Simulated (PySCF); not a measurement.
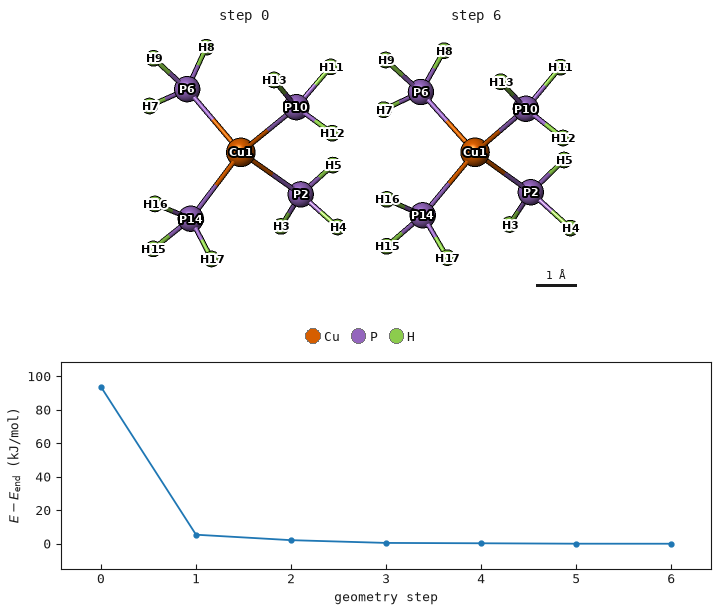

First and last geometry of a relaxation of CuP4H12 (charge +1), with the history of the run. Style: ball-and-stick. Shown from a free direction.

The start comes from GFN2-xTB. Its atoms were then displaced at random by about 0.03 Å.

Theory: PBE0-D3(BJ)/def2-SVP geometry optimisation, gas phase in PySCF. 

Read the history and describe the run.

Answer. It converged. H13 moves most after the best rigid fit: 0.20 Å. By element the largest moves are H 0.20 Å, P 0.10 Å, Cu 0.08 Å. Some distances before and after: Cu1–P10 2.476 → 2.312 Å, P2–H4 1.281 → 1.418 Å, P14–H17 1.315 → 1.419 Å, P6–H9 1.318 → 1.419 Å. Among the angles between lasting bonds that change: Cu1–P2–H4 125.9° → 119.5°, H12–P10–H13 92.1° → 97.6°, Cu1–P6–H8 124.9° → 119.5°. The energy falls by 93.7 kJ/mol in 6 geometry steps.

```json
{"step": "0", "E − E(0), kJ/mol": "0.00"}
{"step": "1", "E − E(0), kJ/mol": "-88.34"}
{"step": "2", "E − E(0), kJ/mol": "-91.60"}
{"step": "3", "E − E(0), kJ/mol": "-93.24"}
{"step": "4", "E − E(0), kJ/mol": "-93.45"}
{"step": "5", "E − E(0), kJ/mol": "-93.71"}
{"step": "6", "E − E(0), kJ/mol": "-93.73"}
```
